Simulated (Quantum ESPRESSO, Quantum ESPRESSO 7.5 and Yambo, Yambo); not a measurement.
**Quasiparticle gap of BP (F-43m) in Yambo**

Wanted: ground state, empty states, screening and self-energy for BP (F-43m).

Calculated with Quantum ESPRESSO 7.5 and Yambo 5.3.0; PBE and many-body steps on it, plane waves.

## Step 1: Set-up

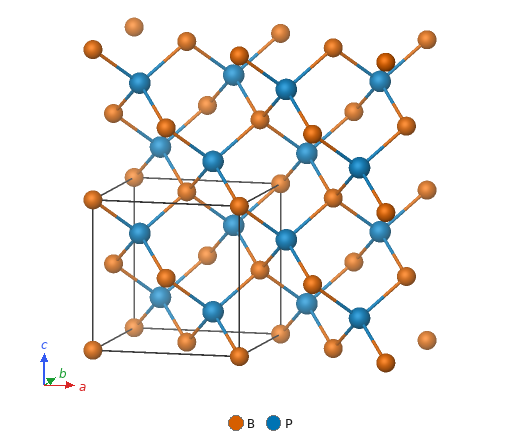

The cell as given, slightly off an axis (boron orange, phosphorus blue). 2×1×2 cells are drawn. This picture shows the conventional cell, with its axes. Bonds to atoms that aren't drawn are left out. Some periodic images of atoms are drawn too.

Coordinates:

```cif
data_structure
_symmetry_space_group_name_H-M 'F-43m'
_symmetry_Int_Tables_number 216
_cell_length_a 4.5380
_cell_length_b 4.5380
_cell_length_c 4.5380
_cell_angle_alpha 90.000
_cell_angle_beta 90.000
_cell_angle_gamma 90.000
_cell_volume 93.45
loop_
_atom_site_label
_atom_site_type_symbol
_atom_site_symmetry_multiplicity
_atom_site_Wyckoff_symbol
_atom_site_fract_x
_atom_site_fract_y
_atom_site_fract_z
_atom_site_occupancy
B1 B 4 a 0.00000 0.00000 0.00000 1
P1 P 4 d 0.25000 0.25000 0.75000 1
```

The cell and positions come from the Crystallography Open Database and are kept as given unless a step says otherwise.

## Step 2: Ground state

This step: Quantum ESPRESSO 7.5; DFT, PBE, plane waves, norm-conserving pseudopotentials.

The ground-state density comes first.

pw.in reads:

```
&control
  calculation = 'scf'
  prefix = 'x'
  outdir = 'o'
  pseudo_dir = 'pseudo'
/
&system
  ibrav = 0
  nat = 2
  ntyp = 2
  ecutwfc = 68.0
  nbnd = 9
  force_symmorphic = .true.
/
&electrons
  conv_thr = 1e-10
  electron_maxstep = 80
  mixing_beta = 0.5
/
ATOMIC_SPECIES
  B 10.81 B.upf
  P 30.974 P.upf
CELL_PARAMETERS angstrom
  0.0000000000 2.2690000000 2.2690000000
  2.2690000000 0.0000000000 2.2690000000
  2.2690000000 2.2690000000 0.0000000000
ATOMIC_POSITIONS crystal
  B 0.0000000000 0.0000000000 0.0000000000
  P 0.2500000000 0.2500000000 0.2500000000
K_POINTS automatic
  8 8 8 0 0 0
```

Started as:

```
$ OMP_NUM_THREADS=1 mpirun -n 4 pw.x -nk 4 -in pw.in > pw.out
```

The program printed:

```text
Program PWSCF v.7.5 starts

     This program is part of the open-source Quantum ESPRESSO suite
     for quantum simulation of materials; please cite
         "P. Giannozzi et al., J. Phys.:Condens. Matter 21 395502 (2009);
         "P. Giannozzi et al., J. Phys.:Condens. Matter 29 465901 (2017);
         "P. Giannozzi et al., J. Chem. Phys. 152 154105 (2020);
     in publications or presentations arising from this work. More details at
     Message from routine setup:
     using ibrav=0 with symmetry is DISCOURAGED, use correct ibrav instead

     G-vector sticks info

     bravais-lattice index     =            0
     lattice parameter (alat)  =       6.0638  a.u.
     unit-cell volume          =     157.6631 (a.u.)^3
     number of atoms/cell      =            2
     number of atomic types    =            2
     number of electrons       =         8.00
     number of Kohn-Sham states=            9
     kinetic-energy cutoff     =      68.0000  Ry
     charge density cutoff     =     272.0000  Ry
     scf convergence threshold =      1.0E-10
     mixing beta               =       0.5000
     number of iterations used =            8  plain     mixing
     Exchange-correlation= PBE
                           (   1   4   3   4   0   0   0)

     celldm(1)=   6.063849  celldm(2)=   0.000000  celldm(3)=   0.000000
     celldm(4)=   0.000000  celldm(5)=   0.000000  celldm(6)=   0.000000

     crystal axes: (cart. coord. in units of alat)
               a(1) = (   0.000000   0.707107   0.707107 )
               a(2) = (   0.707107   0.000000   0.707107 )
               a(3) = (   0.707107   0.707107   0.000000 )

     reciprocal axes: (cart. coord. in units 2 pi/alat)
               b(1) = ( -0.707107  0.707107  0.707107 )
               b(2) = (  0.707107 -0.707107  0.707107 )
               b(3) = (  0.707107  0.707107 -0.707107 )
     Pseudo is Norm-conserving + core correction, Zval =  3.0
     Generated using ONCVPSP code by D. R. Hamann
     Using radial grid of 1534 points,  4 beta functions with:
     Pseudo is Norm-conserving + core correction, Zval =  5.0
     Generated using ONCVPSP code by D. R. Hamann
     Using radial grid of 1298 points,  6 beta functions with:
     B                 3.00    10.81000     B ( 1.00)
     P                 5.00    30.97400     P ( 1.00)

     24 Sym. Ops. (no inversion) found

   Cartesian axes

     site n.     atom                  positions (alat units)
         1        B      tau(   1) = (   0.0000000   0.0000000   0.0000000  )
         2        P      tau(   2) = (   0.3535534   0.3535534   0.3535534  )

     number of k points=    29
                       cart. coord. in units 2pi/alat
        k(    1) = (   0.0000000   0.0000000   0.0000000), wk =   0.0039062
        k(    2) = (   0.0883883   0.0883883  -0.0883883), wk =   0.0312500
        k(    3) = (   0.1767767   0.1767767  -0.1767767), wk =   0.0312500
        k(    4) = (   0.2651650   0.2651650  -0.2651650), wk =   0.0312500
        k(    5) = (  -0.3535534  -0.3535534   0.3535534), wk =   0.0156250
        k(    6) = (   0.1767767   0.0000000   0.0000000), wk =   0.0234375
        k(    7) = (   0.2651650   0.0883883  -0.0883883), wk =   0.0937500
        k(    8) = (   0.3535534   0.1767767  -0.1767767), wk =   0.0937500
        k(    9) = (  -0.2651650  -0.4419417   0.4419417), wk =   0.0937500
        k(   10) = (  -0.1767767  -0.3535534   0.3535534), wk =   0.0937500
     [... 17 further rows ...]
        k(   28) = (  -0.7071068   0.1767767  -0.0000000), wk =   0.0468750
        k(   29) = (  -0.7071068   0.3535534   0.0000000), wk =   0.0234375

     Dense  grid:    11935 G-vectors     FFT dimensions: (  32,  32,  32)

     Initial potential from superposition of free atoms

     starting charge       7.9996, renormalised to       8.0000
     Starting wfcs are    8 randomized atomic wfcs +    1 random wfcs

     per-process dynamical memory:    12.5 Mb

     Self-consistent Calculation

     iteration #  1     ecut=    68.00 Ry     beta= 0.50

     total energy              =     -19.77114222 Ry
     estimated scf accuracy    <       0.15770016 Ry

     iteration #  2     ecut=    68.00 Ry     beta= 0.50

     total energy              =     -19.79268531 Ry
     estimated scf accuracy    <       0.01086019 Ry

     iteration #  3     ecut=    68.00 Ry     beta= 0.50

     total energy              =     -19.79331022 Ry
     estimated scf accuracy    <       0.00186359 Ry

     iteration #  4     ecut=    68.00 Ry     beta= 0.50

     total energy              =     -19.79346775 Ry
     estimated scf accuracy    <       0.00003488 Ry

     iteration #  5     ecut=    68.00 Ry     beta= 0.50

     total energy              =     -19.79347979 Ry
     estimated scf accuracy    <       0.00000918 Ry

     iteration #  6     ecut=    68.00 Ry     beta= 0.50

     total energy              =     -19.79348110 Ry
     estimated scf accuracy    <       0.00000002 Ry

     iteration #  7     ecut=    68.00 Ry     beta= 0.50

     total energy              =     -19.79348116 Ry
     estimated scf accuracy    <       0.00000001 Ry

     iteration #  8     ecut=    68.00 Ry     beta= 0.50

     total energy              =     -19.79348116 Ry
     estimated scf accuracy    <          3.1E-10 Ry

     iteration #  9     ecut=    68.00 Ry     beta= 0.50

     End of self-consistent calculation

          k = 0.0000 0.0000 0.0000 (  1459 PWs)   bands (ev):

    -6.2179   9.2413   9.2413   9.2413  12.6481  12.6481  12.6481  16.5991
    20.7643

          k = 0.0884 0.0884-0.0884 (  1462 PWs)   bands (ev):

    -5.9368   7.3894   8.8139   8.8139  13.1769  13.2379  13.2379  17.3901
    20.4104

          k = 0.1768 0.1768-0.1768 (  1477 PWs)   bands (ev):

    -5.1124   4.3986   8.1252   8.1252  13.2405  14.0061  14.0061  18.8438
    20.1611

          k = 0.2652 0.2652-0.2652 (  1483 PWs)   bands (ev):

     [... further k-points ...]

     highest occupied, lowest unoccupied level (ev):     9.2413   10.5218

!    total energy              =     -19.79348116 Ry
     estimated scf accuracy    <          6.7E-12 Ry

     The total energy is the sum of the following terms:
     one-electron contribution =       6.57260983 Ry
     hartree contribution      =       1.26167595 Ry
     xc contribution           =      -6.64452740 Ry
     ewald contribution        =     -20.98323954 Ry

     convergence has been achieved in   9 iterations

     XML data file, charge density, pseudopotentials, collected wavefunctions

=------------------------------------------------------------------------------=
   JOB DONE.
=------------------------------------------------------------------------------=
```

The job ended after 2.1 s (4 MPI ranks of Arm Neoverse V1, shared host; peak memory 0.19 GiB).

This step gave:

* total energy: -269.3040 eV
* gap: 1.281 eV
* k of the valence top: 0, 0, 0
* k of the conduction bottom: 0, 0.375, 0.375
* least direct gap: 3.407 eV

The gap is indirect, with the least direct gap 2.13 eV higher.

## Step 3: Bands along the symmetry lines

Levels along a band path, at the cheap level, show where the edges lie and whether the meshes to come will hold them.

pw.in reads:

```
&control
  calculation = 'bands'
  prefix = 'x'
  outdir = 'o'
  pseudo_dir = 'pseudo'
/
&system
  ibrav = 0
  nat = 2
  ntyp = 2
  ecutwfc = 68.0
  nbnd = 10
  force_symmorphic = .true.
/
&electrons
  conv_thr = 1e-9
  electron_maxstep = 80
  diago_full_acc = .true.
  diago_thr_init = 5e-6
/
ATOMIC_SPECIES
  B 10.81 B.upf
  P 30.974 P.upf
CELL_PARAMETERS angstrom
  0.0000000000 2.2690000000 2.2690000000
  2.2690000000 0.0000000000 2.2690000000
  2.2690000000 2.2690000000 0.0000000000
ATOMIC_POSITIONS crystal
  B 0.0000000000 0.0000000000 0.0000000000
  P 0.2500000000 0.2500000000 0.2500000000
K_POINTS crystal
  50
  0.00000000 0.00000000 0.00000000 1
  -0.06250000 -0.06250000 0.00000000 1
  -0.12500000 -0.12500000 0.00000000 1
  -0.18750000 -0.18750000 0.00000000 1
  -0.25000000 -0.25000000 0.00000000 1
  -0.31250000 -0.31250000 0.00000000 1
  -0.37500000 -0.37500000 0.00000000 1
  -0.43750000 -0.43750000 0.00000000 1
  -0.50000000 -0.50000000 0.00000000 1
  -0.48437500 -0.48437500 0.03125000 1
  -0.46875000 -0.46875000 0.06250000 1
  -0.45312500 -0.45312500 0.09375000 1
  -0.43750000 -0.43750000 0.12500000 1
  -0.42187500 -0.42187500 0.15625000 1
  -0.40625000 -0.40625000 0.18750000 1
  -0.39062500 -0.39062500 0.21875000 1
  -0.37500000 -0.37500000 0.25000000 1
  -0.37500000 0.00000000 0.37500000 1
  -0.32812500 0.00000000 0.32812500 1
  -0.28125000 0.00000000 0.28125000 1
  -0.23437500 0.00000000 0.23437500 1
  -0.18750000 0.00000000 0.18750000 1
  -0.14062500 0.00000000 0.14062500 1
  -0.09375000 0.00000000 0.09375000 1
  -0.04687500 0.00000000 0.04687500 1
  0.00000000 0.00000000 0.00000000 1
  0.00000000 0.00000000 0.06250000 1
  0.00000000 0.00000000 0.12500000 1
  0.00000000 0.00000000 0.18750000 1
  0.00000000 0.00000000 0.25000000 1
  0.00000000 0.00000000 0.31250000 1
  0.00000000 0.00000000 0.37500000 1
  0.00000000 0.00000000 0.43750000 1
  0.00000000 0.00000000 0.50000000 1
  -0.06250000 -0.03125000 0.46875000 1
  -0.12500000 -0.06250000 0.43750000 1
  -0.18750000 -0.09375000 0.40625000 1
  -0.25000000 -0.12500000 0.37500000 1
  -0.31250000 -0.15625000 0.34375000 1
  -0.37500000 -0.18750000 0.31250000 1
  -0.43750000 -0.21875000 0.28125000 1
  -0.50000000 -0.25000000 0.25000000 1
  -0.50000000 -0.28125000 0.21875000 1
  -0.50000000 -0.31250000 0.18750000 1
  -0.50000000 -0.34375000 0.15625000 1
  -0.50000000 -0.37500000 0.12500000 1
  -0.50000000 -0.40625000 0.09375000 1
  -0.50000000 -0.43750000 0.06250000 1
  -0.50000000 -0.46875000 0.03125000 1
  -0.50000000 -0.50000000 0.00000000 1
```

The program printed:

```text
[banner, memory and clock lines left out]
Program PWSCF v.7.5 starts

     Atomic positions and unit cell read from directory:
     o/x.save/

     Message from routine setup:
     using ibrav=0 with symmetry is DISCOURAGED, use correct ibrav instead

     G-vector sticks info

     bravais-lattice index     =            0
     lattice parameter (alat)  =       6.0638  a.u.
     unit-cell volume          =     157.6631 (a.u.)^3
     number of atoms/cell      =            2
     number of atomic types    =            2
     number of electrons       =         8.00
     number of Kohn-Sham states=           10
     kinetic-energy cutoff     =      68.0000  Ry
     charge density cutoff     =     272.0000  Ry
     Exchange-correlation= PBE
                           (   1   4   3   4   0   0   0)

     celldm(1)=   6.063849  celldm(2)=   0.000000  celldm(3)=   0.000000
     celldm(4)=   0.000000  celldm(5)=   0.000000  celldm(6)=   0.000000

     crystal axes: (cart. coord. in units of alat)
               a(1) = (   0.000000   0.707107   0.707107 )
               a(2) = (   0.707107   0.000000   0.707107 )
               a(3) = (   0.707107   0.707107   0.000000 )

     reciprocal axes: (cart. coord. in units 2 pi/alat)
               b(1) = ( -0.707107  0.707107  0.707107 )
               b(2) = (  0.707107 -0.707107  0.707107 )
               b(3) = (  0.707107  0.707107 -0.707107 )
     Pseudo is Norm-conserving + core correction, Zval =  3.0
     Generated using ONCVPSP code by D. R. Hamann
     Using radial grid of 1534 points,  4 beta functions with:
     Pseudo is Norm-conserving + core correction, Zval =  5.0
     Generated using ONCVPSP code by D. R. Hamann
     Using radial grid of 1298 points,  6 beta functions with:
     B                 3.00    10.81000     B ( 1.00)
     P                 5.00    30.97400     P ( 1.00)

     24 Sym. Ops. (no inversion) found

   Cartesian axes

     site n.     atom                  positions (alat units)
         1        B      tau(   1) = (   0.0000000   0.0000000   0.0000000  )
         2        P      tau(   2) = (   0.3535534   0.3535534   0.3535534  )

     number of k points=    50
                       cart. coord. in units 2pi/alat
        k(    1) = (   0.0000000   0.0000000   0.0000000), wk =   0.0400000
        k(    2) = (   0.0000000   0.0000000  -0.0883883), wk =   0.0400000
        k(    3) = (   0.0000000   0.0000000  -0.1767767), wk =   0.0400000
[...]
[... 38 further rows ...]
        k(   49) = (   0.0441942  -0.0000000  -0.7071068), wk =   0.0400000
        k(   50) = (   0.0000000   0.0000000  -0.7071068), wk =   0.0400000

     Dense  grid:    11935 G-vectors     FFT dimensions: (  32,  32,  32)

     The potential is recalculated from file :
     o/x.save/charge-density

     Starting wfcs are    8 randomized atomic wfcs +    2 random wfcs

     Band Structure Calculation

     End of band structure calculation

          k = 0.0000 0.0000 0.0000 (  1459 PWs)   bands (ev):

    -6.2179   9.2413   9.2413   9.2413  12.6481  12.6481  12.6481  16.5991
    20.7644  21.2875

          k = 0.0000 0.0000-0.0884 (  1463 PWs)   bands (ev):

    -6.1239   8.8552   8.8552   8.9160  12.4613  13.1377  13.1377  16.8310
    20.4537  21.0804

          k = 0.0000 0.0000-0.1768 (  1479 PWs)   bands (ev):

    -5.8428   8.0619   8.0673   8.0673  12.0247  14.2316  14.2317  16.8414
    19.5890  21.6861

          k =-0.0000 0.0000-0.2652 (  1479 PWs)   bands (ev):

[...]
k = 0.0000 0.0000-0.3536 (  1491 PWs)   bands (ev):

[...]
k = 0.0000-0.0000-0.4419 (  1495 PWs)   bands (ev):

[...]
k =-0.0000 0.0000-0.5303 (  1504 PWs)   bands (ev):

[...]
k = 0.0000-0.0000-0.6187 (  1508 PWs)   bands (ev):

[...]
k = 0.5303-0.0000-0.5303 (  1494 PWs)   bands (ev):

[...]
k = 0.0000 0.0000 0.0000 (  1459 PWs)   bands (ev):

[...]
k = 0.1326 0.0000-0.7071 (  1510 PWs)   bands (ev):

[...]
k = 0.0884-0.0000-0.7071 (  1502 PWs)   bands (ev):

[...]
k = 0.0442-0.0000-0.7071 (  1516 PWs)   bands (ev):

    -1.3562   0.6783   5.0593   5.0629  10.7031  11.0325  21.1737  21.2770
    24.2024  25.4788

          k = 0.0000 0.0000-0.7071 (  1524 PWs)   bands (ev):

    -1.3655   0.6632   5.1277   5.1277  10.5886  10.9084  21.3078  21.3078
    24.4515  25.7231

     XML data file, pseudopotentials, collected wavefunctions
```

It took 1.8 s on 4 MPI ranks; peak memory 0.05 GiB.

Numbers from this step:

```
gap                        : 1.260 eV
k of the valence top       : 0, 0, 0
k of the conduction bottom : -0.4375, -0.4375, 0
least direct gap           : 3.407 eV
```

The gap is 1.260 eV, −0.021 eV from the run before at this level.

Electronic bands along the path, in eV, zero at the top of the highest filled band; v1 is the highest filled band, c1 the lowest empty one:

```
    point      v4     v3     v2     v1    c1    c2     c3     c4
        Γ  -15.46   0.00   0.00   0.00  3.41  3.41   3.41   7.36
        X  -10.61  -8.58  -4.11  -4.11  1.35  1.67  12.07  12.07
        U  -10.61  -8.16  -6.22  -3.50  2.16  6.00   9.71  10.59
jump to K  -10.61  -8.16  -6.22  -3.50  2.16  6.00   9.71  10.59
        Γ  -15.46   0.00   0.00   0.00  3.41  3.41   3.41   7.36
        L  -12.14  -9.03  -1.76  -1.76  3.78  4.72   4.72  10.13
        W  -10.33  -8.05  -5.67  -5.47  5.33  6.77   7.23   7.45
        X  -10.61  -8.58  -4.11  -4.11  1.35  1.67  12.07  12.07
```

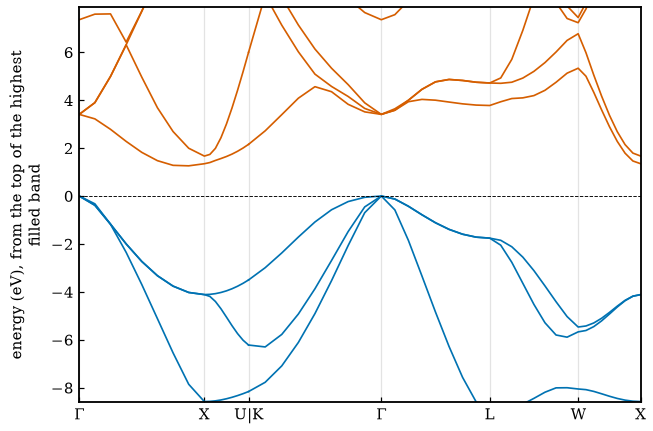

Electronic bands along the path; lines of filled and empty bands in two colours.

[end of part 1 of 3]

[Paths, hosts, dates, memory and timing lines, banners, echoed tables and standing remarks are left out of the program output.]

[Logs are printed without paths, hosts, clocks, repeated set-up lines and the standing remarks that a program may print on its own settings, such as how far it seeks lower states.]

[Runs of the session that timed out or met a known fault of the program may be left out.]

[Hosts, paths, dates, database ids (printed as entryN), source tags and the programs' standing remarks are cut or masked in the printed files.]
